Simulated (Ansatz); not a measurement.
# MoS2 (P6_3/mmc): how ε∞ follows the gap

The empty bands of MoS2 (P6_3/mmc) are shifted up rigidly by Δ, and ε∞ along x is computed for each shift. x, y and z are the Cartesian axes of the input cell.

Cell: a, b, c = 3.169, 3.169, 12.324 Å (primitive vectors), 6 atoms.

Method: Ansatz 0.2.0, PBE, independent particles, k-mesh 9×9×2 with interpolation inside its cells, Gaussian parameter 0.1 eV.

Launch of the response step: `ansatz run input.yaml --threads 4 --pin off --max-ram 8192MiB --backend cpu --events-out ev --progress --plain --runs-dir out`. The series took 7.8 min in all, on 4 threads of Intel(R) Xeon(R) Processor @ 2.50GHz (Skylake/Cascade Lake) (shared host).

| Δ (eV) | ε∞ along x |
| --- | --- |
| 0.00 | ? |
| 0.40 | 14.623 |
| 0.80 | 13.390 |
| 1.20 | 12.385 |
| 1.60 | 11.547 |
| 2.00 | 10.835 |

With one effective transition at E₀ and fixed dipole strength, ε∞ − 1 = A/(E₀ + Δ), so 1/(ε∞ − 1) is linear in Δ.

Working, on the rows shown:

| x = Δ (eV) | y = 1/(ε∞ − 1) |
| --- | --- |
| 0.4 | 0.0734053 |
| 0.8 | 0.0807103 |
| 1.2 | 0.0878349 |
| 1.6 | 0.0948137 |
| 2 | 0.101678 |

Means: x̄ = 1.2, ȳ = 0.087688. Σ(x − x̄)(y − ȳ) = 0.02826, Σ(x − x̄)² = 1.6. Slope = 0.02826 / 1.6 = 0.01766; intercept = ȳ − slope · x̄ = 0.066494. Turned back into ε∞ along x, the line misses the rows shown by at most 0.028.

Fill in the last column of the withheld row.

At x = 0 the line gives y = 0.066494, that is 16.039. The run gave 16.183, so the extrapolation is off by 0.14, 3 % of the range in the table.

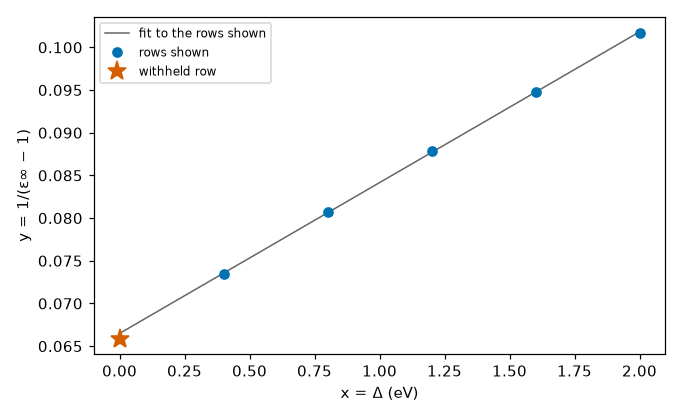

Refitted with all rows, the slope is 0.01789 and the intercept 0.066163. These give E₀ = intercept/slope = 3.7 eV, far above the least direct gap of 1.65 eV: most of the screening comes from transitions well over the edge. Over the first step ε∞ falls by 24 % per eV. The cell comes from an older database entry, whose edges can be off by a per cent or so. Excitons are left out and so are local fields; PBE gaps are as a rule too small. Spin-orbit coupling is left out.
